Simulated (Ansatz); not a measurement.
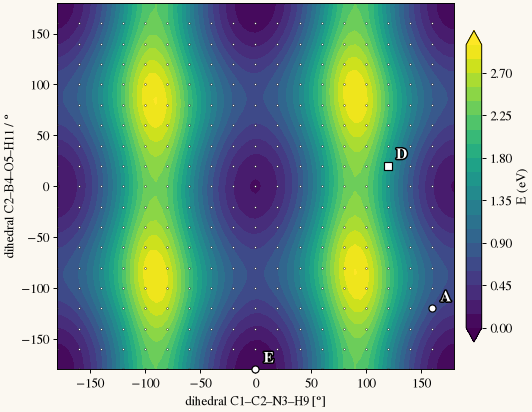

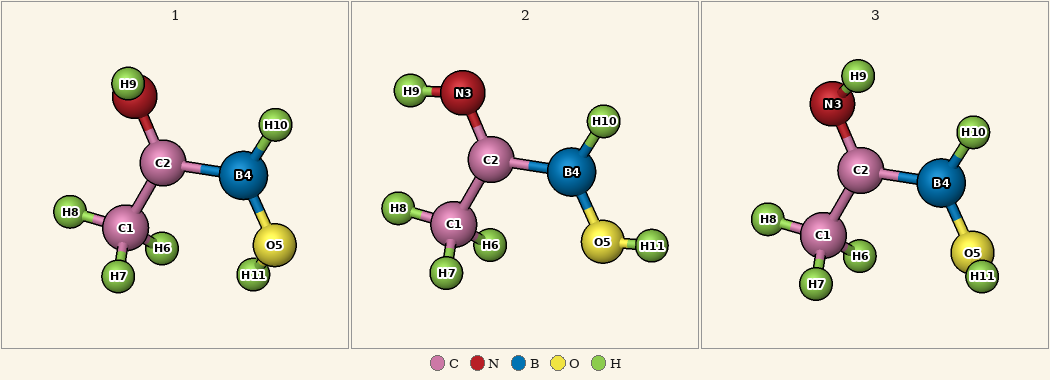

C₂H₆BNO, SMILES CC(=N)BO. 
- The first coordinate is: dihedral C1–C2–N3–H9; the second: dihedral C2–B4–O5–H11.
- Nothing is relaxed (all other coordinates rigid).
- The scan uses an 18 × 18 grid.
- Points are written as (first, second).
- Energies: eV, counted from the lowest grid point.
- The dihedral twists a double bond; near 90° a spin-restricted reference is unreliable.
- These are results of RKS r2SCAN-D4/def2-SVP (Ansatz 0.2.0), not measurements.

In the figure: filled contours, dots at the grid points, one colour for all values above the top of the scale, lettered points. Between grid points the surface is interpolated. The numbered pictures are the structures at these points, in random order.

Which structure belongs to which point?

Answer. A is structure 3: (160°, −120°), 0.71 eV; D is structure 1: (120°, 20°), 1.62 eV; E is structure 2: (0°, −180°), 0.00 eV.
